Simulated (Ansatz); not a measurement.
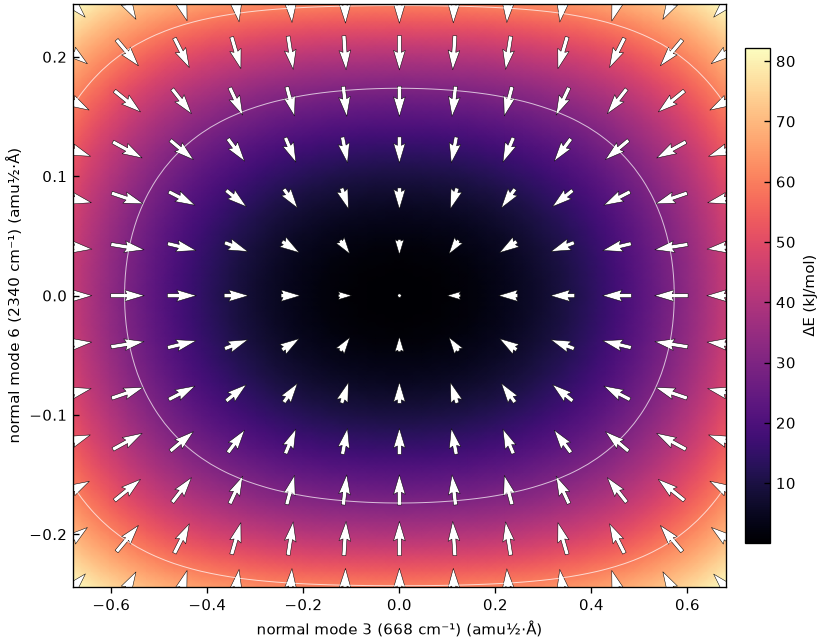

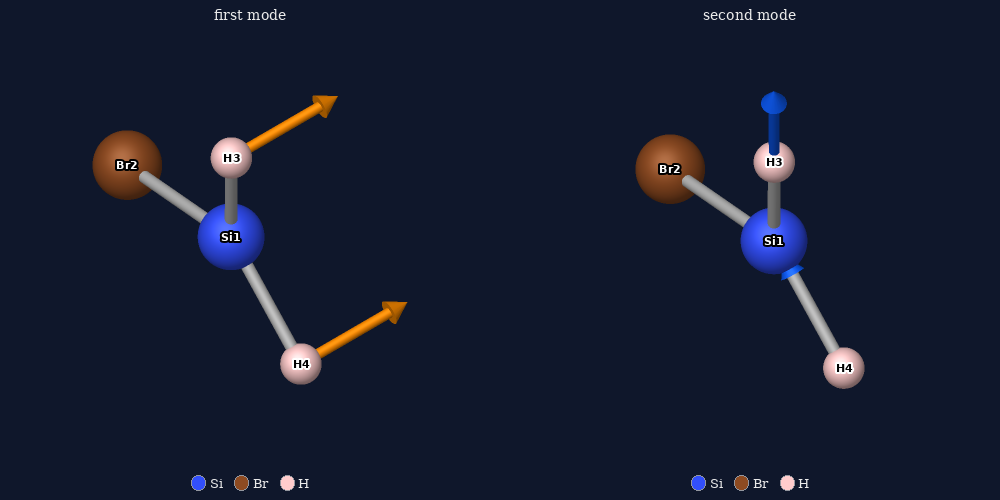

Energy landscape of BrH₂Si, SMILES [SiH2+]Br, charge +1. The first coordinate is: normal mode 3 (668 cm⁻¹); the second: normal mode 6 (2340 cm⁻¹). Nothing is relaxed (straight displacements along the two mass-weighted modes). The scan uses a 13 × 13 grid; 50 points were computed and 119 follow by symmetry. Energies are in kJ/mol, from the lowest grid point. Method: Ansatz, RKS r2SCAN-D4/def2-TZVP.

Drawn: a smooth colour map with a few white contour lines, arrows along the force (downhill), their lengths compressed. Between grid points the surface is interpolated. The second picture is the structure at the lowest point

### Summarise what can be read from the map.

The lowest grid point is at normal mode 3 (668 cm⁻¹) = 0.000 amu½·Å, normal mode 6 (2340 cm⁻¹) = 0.000 amu½·Å. No other kind of well shows on this grid. The highest grid point, normal mode 3 (668 cm⁻¹) = −0.680 amu½·Å, normal mode 6 (2340 cm⁻¹) = −0.244 amu½·Å, lies 82 kJ/mol above the lowest.

The values on the grid:

```
normal mode 6 (2340 cm⁻¹) ↓, normal mode 3 (668 cm⁻¹) →  −0.680  −0.566  −0.453  −0.340  −0.227  −0.113  0.000  0.113  0.227  0.340  0.453  0.566  0.680
                                                  0.244      82      73      67      63      62      61     61     61     62     63     67     73     82
                                                  0.203      70      59      52      47      44      42     41     42     44     47     52     59     70
                                                  0.163      61      48      39      33      29      27     26     27     29     33     39     48     61
                                                  0.122      53      40      30      23      18      15     15     15     18     23     30     40     53
                                                  0.081      48      34      23      15      10       7      6      7     10     15     23     34     48
                                                  0.041      45      30      19      11       6       3      2      3      6     11     19     30     45
                                                  0.000      44      29      18      10       4       1      0      1      4     10     18     29     44
                                                 −0.041      45      30      19      11       6       3      2      3      6     11     19     30     45
                                                 −0.081      48      34      23      15      10       7      6      7     10     15     23     34     48
                                                 −0.122      53      40      30      23      18      15     15     15     18     23     30     40     53
                                                 −0.163      61      48      39      33      29      27     26     27     29     33     39     48     61
                                                 −0.203      70      59      52      47      44      42     41     42     44     47     52     59     70
                                                 −0.244      82      73      67      63      62      61     61     61     62     63     67     73     82
```

Time for the 50 points that were run: 3.7 min on 1 thread of Arm Neoverse V2 (shared host).
